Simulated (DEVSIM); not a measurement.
System: abrupt Ge n-p junction, at 400 K.

```
layer (left to right)  material  thickness (μm)  Nd (cm⁻³)  Na (cm⁻³)  τn (s)  τp (s)
---------------------  --------  --------------  ---------  ---------  ------  ------
1                            Ge           0.470     2.9e17          -  1.7e-5  1.7e-5
2                            Ge           0.480          -     1.8e16  1.7e-5  1.7e-5
```

Left contact: ohmic. Right contact: ohmic. Voltage is applied to the left contact. Recombination: SRH at mid-gap, radiative. Mobility is constant in doping.

Constants are typed, rounded textbook-type inputs, not results; the design itself was drawn at random and stands for no fabricated device. Values at 300 K; Nc and Nv go as T^1.5, mobilities as T to minus their exponent, the gap by Varshni's rule with the affinity fixed.

| parameter | Ge |
|---|---|
| gap (eV) | 0.664 |
| affinity (eV) | 4 |
| permittivity | 16 |
| Nc (cm⁻³) | 1.04e19 |
| Nv (cm⁻³) | 6e18 |
| μn (cm²/Vs) | 3900 |
| μp (cm²/Vs) | 1900 |
| T exponent of μn | 1.66 |
| T exponent of μp | 2.33 |
| B (cm³/s) | 6.4e-14 |
| Varshni α (eV/K) | 0.000477 |
| Varshni β (K) | 235 |

Simulated with DEVSIM: 1D drift-diffusion, Boltzmann statistics, complete ionisation; no tunnelling, impact ionisation, image-force lowering or self-heating.

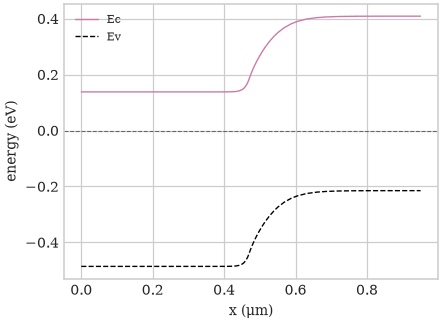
Figure: Band edges at zero bias

Energies count from the Fermi level of the right contact; mesh points crowd at the junctions.

```csv
x (μm),Ec (eV),Ev (eV),n (cm⁻³),p (cm⁻³),field (V/cm)
0.000,0.138,-0.486,2.9e17,7.0e12,≈ 0
0.01329,0.138,-0.486,2.9e17,7.0e12,≈ 0
0.03317,0.138,-0.486,2.9e17,7.0e12,≈ 0
0.06288,0.138,-0.486,2.9e17,7.0e12,≈ 0
0.1229,0.138,-0.486,2.9e17,7.0e12,≈ 0
0.1970,0.138,-0.486,2.9e17,7.0e12,≈ 0
0.2866,0.138,-0.486,2.9e17,7.0e12,≈ 0
0.3753,0.138,-0.486,2.9e17,7.0e12,≈ 0
0.4156,0.139,-0.485,2.9e17,7.1e12,290
0.4425,0.142,-0.482,2.6e17,7.8e12,3800
0.4605,0.159,-0.465,1.6e17,1.3e13,19000
0.4754,0.204,-0.421,4.4e16,4.6e13,32000
0.4914,0.248,-0.376,1.2e16,1.7e14,25000
0.5153,0.299,-0.325,2.7e15,7.4e14,18000
0.5681,0.368,-0.256,3.7e14,5.5e15,8500
0.6301,0.399,-0.225,1.5e14,1.3e16,2500
0.7196,0.408,-0.216,1.2e14,1.7e16,300
0.8049,0.409,-0.215,1.1e14,1.8e16,38
0.8739,0.409,-0.215,1.1e14,1.8e16,≈ 0
0.9080,0.409,-0.215,1.1e14,1.8e16,≈ 0
0.9308,0.409,-0.215,1.1e14,1.8e16,≈ 0
0.9500,0.409,-0.215,1.1e14,1.8e16,≈ 0
```
